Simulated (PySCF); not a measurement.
Consider CH7ClFOPSi2 (SMILES CO[Si](F)(Cl)P[SiH3]).

Input file:

```
{"job": {"kind": "nmr", "xc": "PBE0", "basis": "pcSseg-1"}, "charge": 0, "multiplicity": 1}
Si    -0.618152     1.271742    -0.809353
F     -1.676511     1.850624    -1.885837
O     -0.832490    -0.340572    -0.625580
C     -1.958525    -1.009671    -0.109504
P      1.475446     1.525332    -1.506377
Si     2.305390     0.121723     0.078791
Cl    -1.088408     2.239597     0.949715
H     -2.816144    -0.931723    -0.797642
H     -1.702464    -2.071109     0.014520
H     -2.252792    -0.598993     0.870762
H      1.670600     2.717117    -0.744106
H      3.736919     0.499488     0.272921
H      1.588301     0.215896     1.384490
H      2.219783    -1.264337    -0.458172
```

Launched as:

```sh
OMP_NUM_THREADS=1 python cluster_run.py task.json out
```

Geometry: PBE0-D3(BJ)/def2-SVP.

The calculation used PBE0/pcSseg-1, SCF density, gas phase, non-relativistic (PySCF).

Q: What will maps of the electron density and electron localisation function show?

A: C–O (1.41 Å): the density is about 2 e/Å³ at the midpoint, with its minimum of 1.7 e/Å³ about 0.5 Å from C; the ELF peaks at about 0.90 between the atoms: a shared but strongly polarised pair.
Si–O (1.64 Å): the density is about 1.2 e/Å³ at the midpoint; the ELF peaks at about 0.85 between the atoms, as expected for a shared but strongly polarised pair.
Si–P (2.22 Å): ρ at the midpoint is about 0.79 e/Å³; the ELF peaks at about 0.95 between the atoms: localised, covalent bonding.
C–H (1.10 Å): ρ is about 2 e/Å³ halfway; the ELF climbs to about 1 towards the hydrogen, as it does in any bond to H: an ordinary covalent bond to hydrogen.

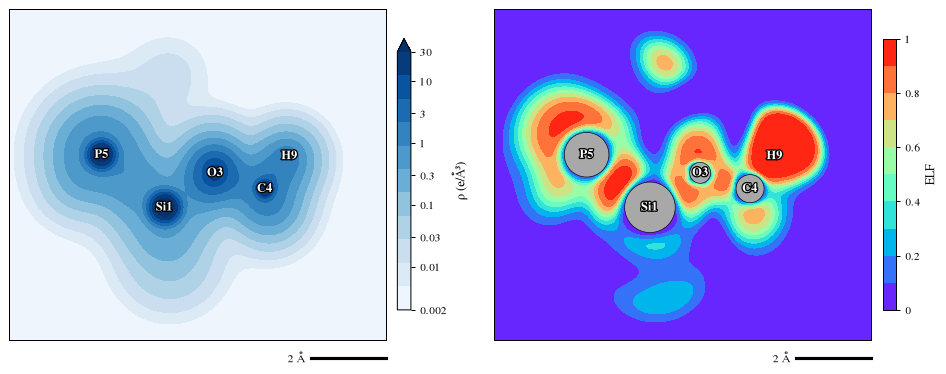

Computed electron density and electron localisation function on the plane of atoms Si1, O3 and C4, in this order. Grey discs cover the atomic cores in the ELF map. 
